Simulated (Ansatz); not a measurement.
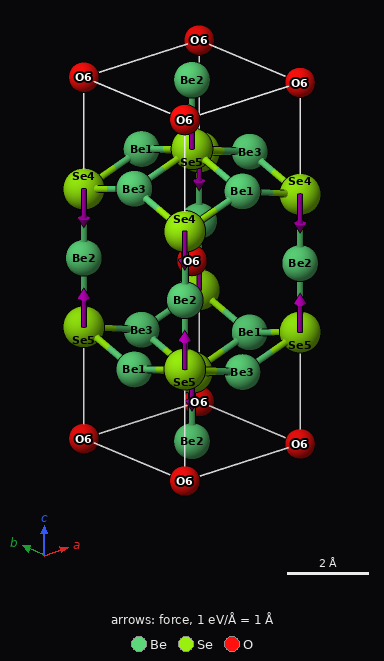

Starting geometry of a crystal of Be3Se2O (a generated structure, set up in I4/mmm) (coarse preliminary run) with the computed forces as purple arrows. Style: ball-and-stick. Shown: the conventional cell (2 times the calculation's cell), from a free direction. Lengths and directions refer to the drawn axes.

The calculation used DFT PBE, scalar-relativistic, plane waves, PAW in Ansatz 0.2.0.

The input:
```yaml
crystal:
  lattice:
    - [-1.91018993, 1.91018993, 4.84259411]
    - [1.91018993, -1.91018993, 4.84259411]
    - [1.91018993, 1.91018993, -4.84259411]
  atoms:
    - { symbol: Be, position: [0.75, 0.25, 0.5] }
    - { symbol: Be, position: [0.5, 0.5, 0.0] }
    - { symbol: Be, position: [0.25, 0.75, 0.5] }
    - { symbol: Se, position: [0.69071102, 0.69071102, 0.0] }
    - { symbol: Se, position: [0.30928898, 0.30928898, 0.0] }
    - { symbol: O, position: [0.0, 0.0, 0.0] }
basis:
  ecutwfc: 420
kpoints:
  mp_grid: { grid: [6, 6, 6] }
hamiltonian:
  xc: pbe
scf:
  occupations: { method: gaussian, width: 0.1 }
  lower_state_search: "off"
output:
  forces: true
  stress: true
  eigenvalues: true
relax:
  adjacent_minimum: "off"
  f_tol: 0.04
  max_steps: 70
  cell: { stress_tol: 0.4 }
```

Launched with:
```bash
ansatz run input.yaml --threads 1 --pin off --max-ram 2560MiB --backend cpu --events-out ev --progress --plain --runs-dir out
```

> What follows when this structure is relaxed?

It isn't relaxed: the largest force vector, on Se atoms, is 1.06 eV/Å. The atoms end up moving mostly along the starting forces (cosine between the two patterns 1.00). The energy falls by 1149 meV per atom in 16 accepted moves (19 points after the start). Largest force component: 1.1 eV/Å at the start, 0.00092 eV/Å at the end. The pressure goes from 46.63 to 0.10 GPa. At 3 points the geometry stayed and the basis and grid were re-selected for the new cell (energy shift of 127 meV per atom at most each time). The largest moves relative to the cell, 0.50 Å, are those of Se4 and Se5. Se5 goes along +c. O and Be stay in place. The drawn cell changes as follows: a = b 3.820 → 3.260 Å (−14.7 %), c 9.685 → 15.692 Å (+62.0 %); the volume changes by +18.0 %. Near-neighbour distances that change, for instance: Se4–Se5 2.935 → 3.680 Å, Be2–Se4 1.847 → 2.489 Å, Se4–Se4 3.820 → 3.260 Å, Be1–Se4 1.995 → 2.171 Å. Among the angles between lasting bonds that change: Se4–Be3–Se4 146.5° → 97.3°, Be1–Se4–Be1 146.5° → 97.3°, Be1–Se4–Be2 106.7° → 131.4°. The space group stays I4/mmm (No. 139). The run took 93 s on 1 thread of Intel(R) Xeon(R) Processor @ 2.70GHz, with other jobs on the host, peak memory 0.42 GiB.
